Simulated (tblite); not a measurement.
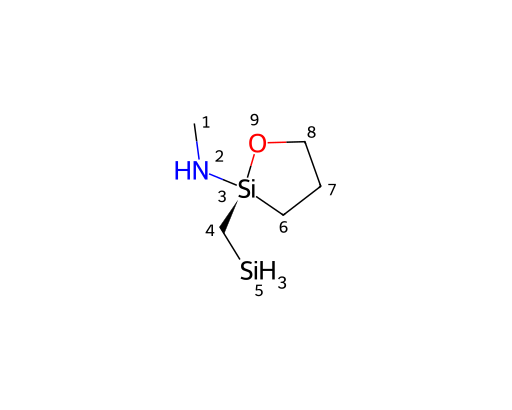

Skeletal drawing with numbered atoms; wedges and dashes mark any stereocentres. The configuration is that of a computed structure (GFN2-xTB).

> What are the Cahn–Ingold–Prelog descriptors?

Si3: S.

> Write the isomeric SMILES.

CN[Si@@]1(C[SiH3])CCCO1
